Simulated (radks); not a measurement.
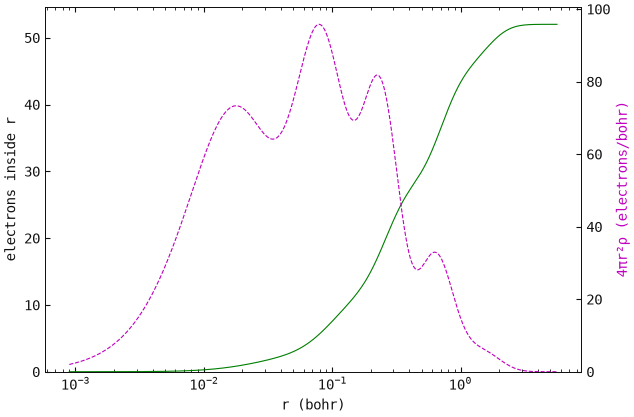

Ba⁴⁺ (Z = 56, 52 electrons) in the configuration [Kr] 4d10 5s2 5p4 (both spins equally filled). The calculation used the in-house radial solver radks at this level: scalar-relativistic Kohn-Sham, PBEsol, spin-polarised, spherical densities, finite nucleus.

The plot shows the number of electrons inside radius r (solid) and the radial density 4πr²ρ (dashed).

What does the plot show?

The count levels off at 52 electrons. Half of them lie within 0.368 bohr, 90 % within 1.34 bohr and 99 % within 2.51 bohr. The radial density has minima at 0.0345, 0.148 and 0.461 bohr, where the count stands at 2.0, 11.2 and 28.9; these part the shells that the density resolves.
